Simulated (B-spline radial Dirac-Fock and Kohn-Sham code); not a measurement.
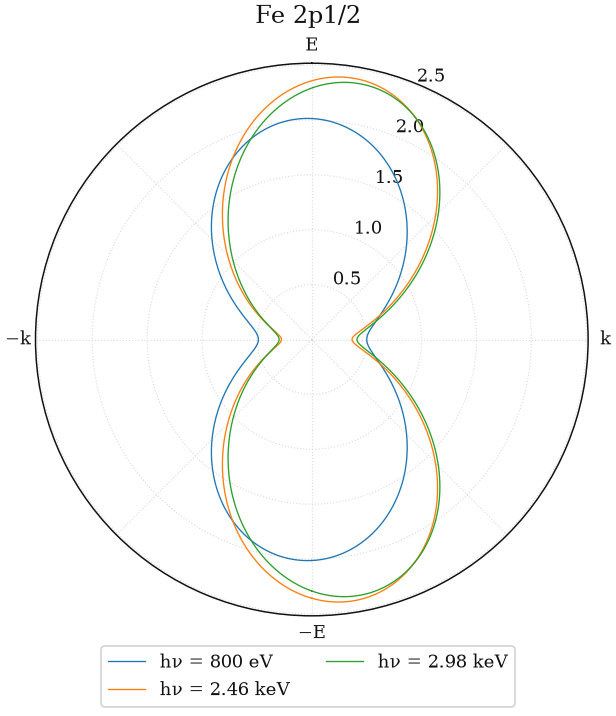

Angular distribution of photoelectrons from L2 (2p1/2) in the plane of the polarisation E (up) and the photon direction k (right), relative to an isotropic one. Species: neutral Fe. Computed with a radial B-spline solver: a Dirac–Hartree–Slater potential; 1 + βP₂(cos θ) + (δ + γ cos²θ) sin θ cos φ with E1 and E1–E2 terms. Open shells are averaged over j.

Q: What are β, γ and δ at 2.98 keV?

A: β = 1.291, γ = 0.758, δ = 0.057.

Q: Is the pattern at 2.98 keV symmetric between forward and backward?

A: No: 45° forward of E it is 1.6 times the value 45° backward, from the non-dipole terms.
